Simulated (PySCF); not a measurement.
# CHBr₃, SMILES `BrC(Br)Br`: electronic structure

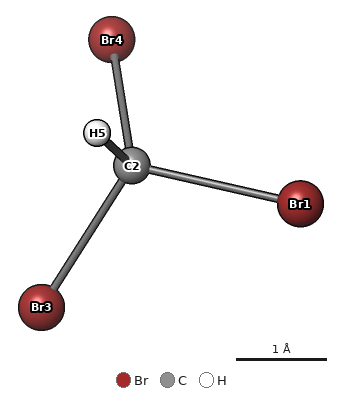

The molecule, with its atoms numbered as below. No frequency check shows the geometry to be a minimum.

Coordinates in Å:

```
Br1      1.7823   -0.4773   -0.0475
C2       0.0000    0.0000    0.5568
Br3     -1.3046   -1.3049   -0.0475
Br4     -0.4778    1.7822   -0.0475
H5      -0.0001   -0.0002    1.6460
```

### 1. Bonding charge

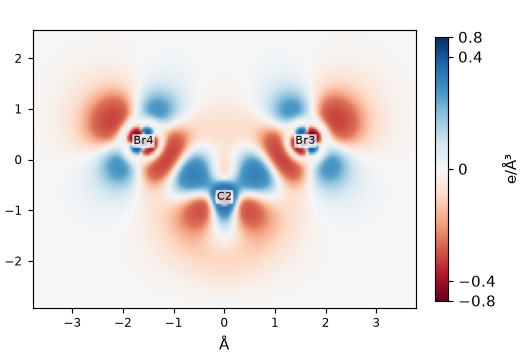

Deformation density (molecule less spherical, spin-averaged free atoms) in the plane of C2, Br3 and Br4; colour scale in e/Å³, logarithmic beyond ±0.1; blue: gain, red: loss.

Computed with PySCF, B3LYP/def2-SVPD, geometry: GFN2-xTB.

Q: Describe the bonding that the map shows.

A: C2–Br4 and C2–Br3: +0.15 e/Å³ at the bond critical point (bond length 1.94 Å). In all, 1.3 electrons gather in the regions of gain relative to the promolecule. A small or negative value marks a very polar bond, one between electron-rich atoms, whose free-atom densities already overlap strongly, a long bond to a heavier atom, or a closed-shell contact such as a hydrogen bond.

### 2. Bond critical points

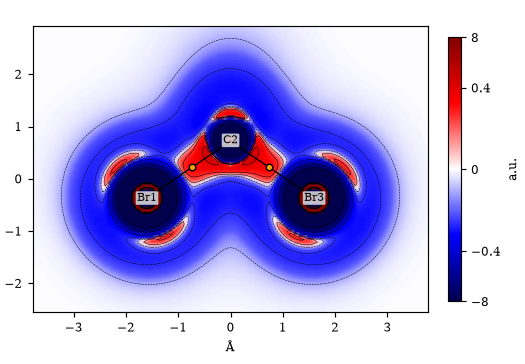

Negative Laplacian of the density (−∇²ρ) in the plane of Br1, C2 and Br3 (red positive, blue negative, colour scale in a.u., logarithmic beyond ±0.04), with bond paths and bond critical points (dots).

Q: Sort the bonds in the plane by the sign of ∇²ρ at their critical points.

A: Concentrated (∇²ρ < 0): Br1–C2 and C2–Br3 (−0.15 a.u.). At none is it depleted.

Q: Where along Br1–C2 does the critical point lie?

A: 1.05 Å from Br1 and 0.89 Å from C2.

### 3. Local ionisation energy

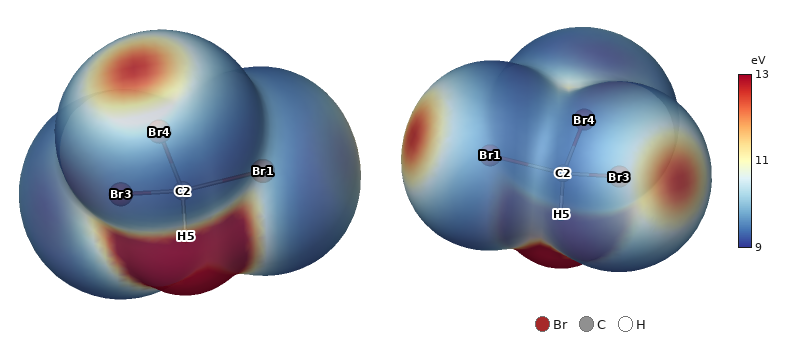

Average local ionisation energy on the surface of electron density 0.001 a.u. (back view left, front view right).

Q: Where are the most loosely bound electrons on this surface?

A: The lowest value is 9.2 eV, 2.3 Å from Br1, and at like points elsewhere. For comparison, the highest occupied orbital lies at −7.9 eV.

### 4. In an electric field

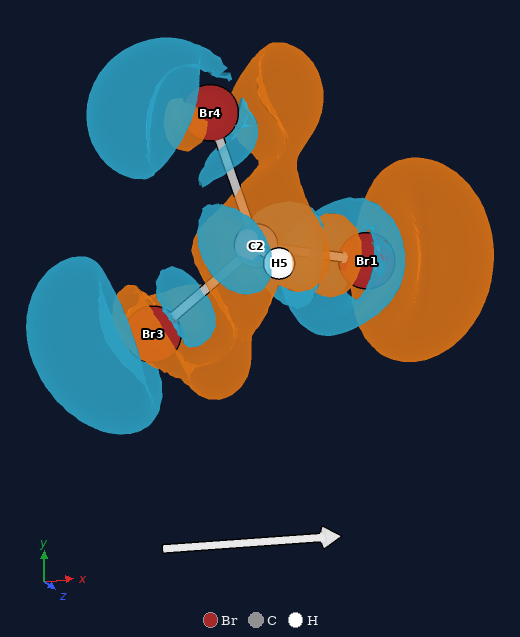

Change of the electron density in a uniform field of 0.21 V/Å along +x (arrow), surfaces at ±0.0015 e/Å³ (light blue: gain, orange: loss).

Q: What dipole is induced, and what polarisability does it imply?

A: The induced dipole is 0.91 D (along the field); α along this axis, from the fields in both directions, is 90 bohr³ (13.3 Å³).

Q: Which atoms gain and lose the most charge?

A: Electrons gather most on Br3 (Hirshfeld charge changes by −0.022 e) and leave Br1 most (+0.030 e); 0.068 electrons are displaced in all.

### 5. Removing or adding an electron

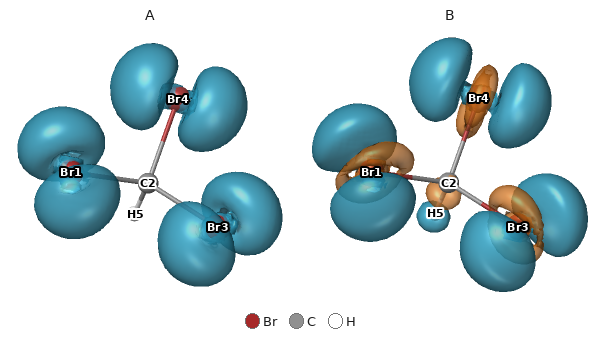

The Fukui function f⁻ from two separate SCF calculations and the density of the HOMO, at ±0.02 e/Å³ (light blue positive, orange negative).

PySCF calculation, B3LYP/def2-SVPD, gas phase; geometry: GFN2-xTB.

Q: Which panel is which, and how good is the frozen-orbital picture?

A: B is f⁻ (it has negative regions), A the HOMO density. The HOMO lies on Br1, Br3 and Br4 (33 % each); f⁻ (Hirshfeld-condensed) is largest on Br1, Br3 and Br4 (0.32 each); the vertical ionisation energy is 10.08 eV (the stability of the cation's solution wasn't checked). Relaxation shifts 3 % of the electron between atoms. The orbital energy is −7.90 eV.

The PySCF runs shown took 21 s, 55 s and 66 s on 1 thread of Arm Neoverse V1, with other jobs on the host.
